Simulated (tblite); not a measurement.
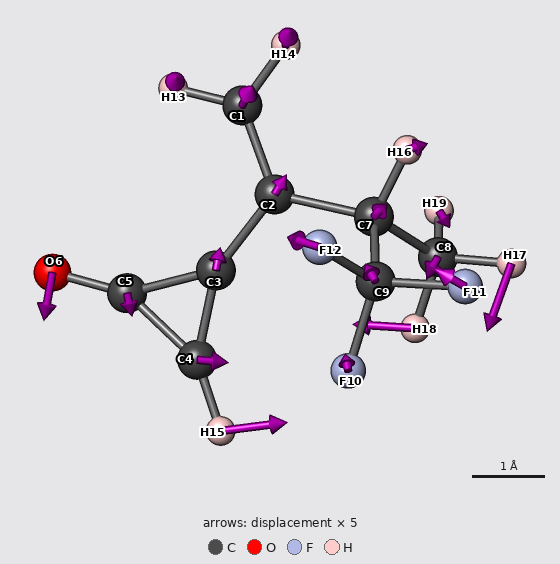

A relaxation of C8H7F3O. The starting structure is drawn; purple arrows show the displacements, magnified 5 times. The two geometries are superimposed by the best rigid fit.

Style: ball-and-stick. Shown from a free direction.

These are results of GFN2-xTB geometry optimisation, gas phase (tblite), not measurements. 

> Which element moves most?

Hydrogen: up to 0.21 Å, against 0.14 Å for oxygen.

> What did the optimiser do to the structure, and how much energy did it gain?

After 65 geometry steps the energy has fallen by 0.269 eV. The atom that moves furthest after the best rigid fit is H17 (0.21 Å). By element the largest moves are H 0.21 Å, O 0.14 Å, F 0.14 Å, C 0.11 Å. Among the contacts that change: C3–C4 1.301 → 1.361 Å, C3–C5 1.404 → 1.439 Å, C5–O6 1.167 → 1.193 Å, C9–F11 1.361 → 1.343 Å. Bond angles that change, for instance: C2–C3–C5 144.1° → 150.4°, C2–C3–C4 153.3° → 148.5°, C8–C7–H16 105.4° → 109.8°.
